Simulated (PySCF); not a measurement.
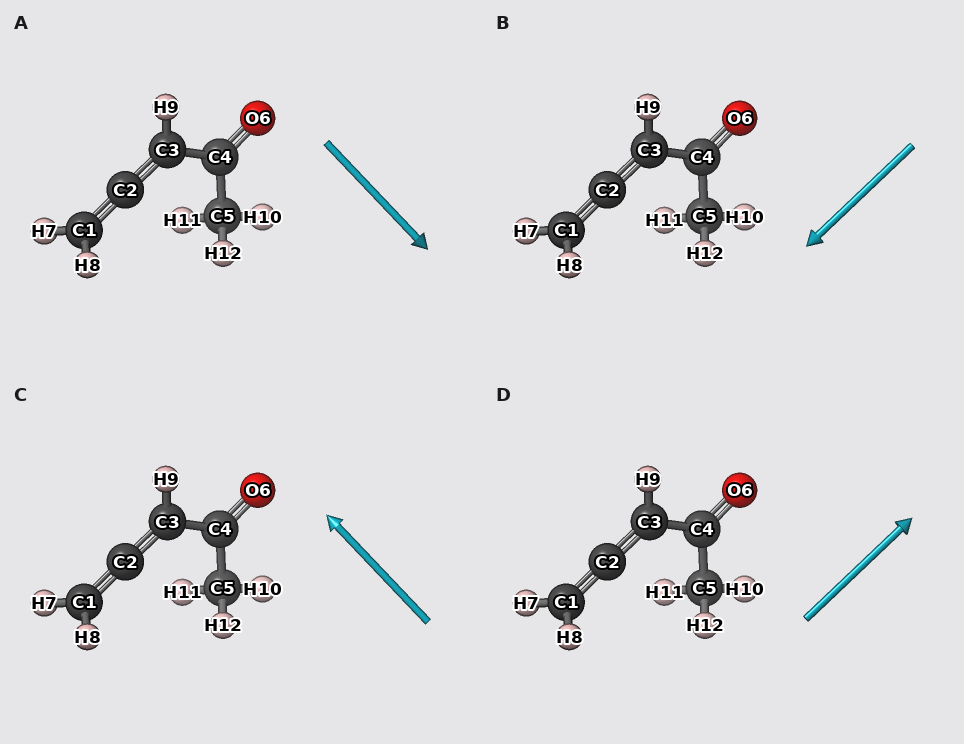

The same molecule four times, each with an arrow. Computed geometry: GFN2-xTB optimisation. No frequency run is at hand to confirm it as a minimum. Properties computed with B3LYP/def2-SVPD, gas phase (PySCF 2.14.0).

Question: Which arrow points along the dipole moment, from the negative to the positive end?

Answer: B. The dipole moment is 3.84 D; it points from the side of O6 to the side of H7, H8 (the outermost atoms at the two ends).
